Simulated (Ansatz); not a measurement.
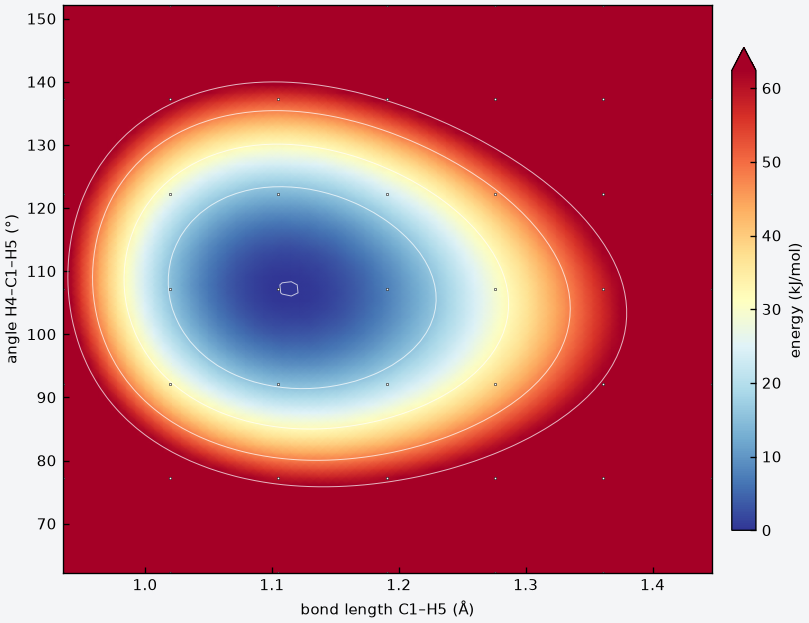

CH₆CuN, SMILES [CH3][Cu-][NH3+]. The first coordinate is: bond length C1–H5; the second: angle H4–C1–H5. Nothing is relaxed (all other coordinates rigid). The grid has 7 × 7 points. Points are written as (first, second). Energies: kJ/mol, counted from the lowest grid point. These are results of RKS PBE-D4/def2-SVP in Ansatz 0.2.0, not measurements.

Drawn: a smooth colour map with a few white contour lines, dots at the grid points, one colour for all values above the top of the scale. Between grid points the surface is interpolated.

> Estimate the position of the minimum and the force constants in these coordinates.

The interpolated minimum is at bond length C1–H5 ≈ 1.113 Å, angle H4–C1–H5 ≈ 107.3°. The curvatures there are about 30 eV/Å² and 4.3 eV/rad², with a cross term of about 1 eV/(Å·rad). Round the minimum the two coordinates are weakly coupled (coupling 0.08 in units of the two stiffnesses). (1 eV is 96.5 kJ/mol.)
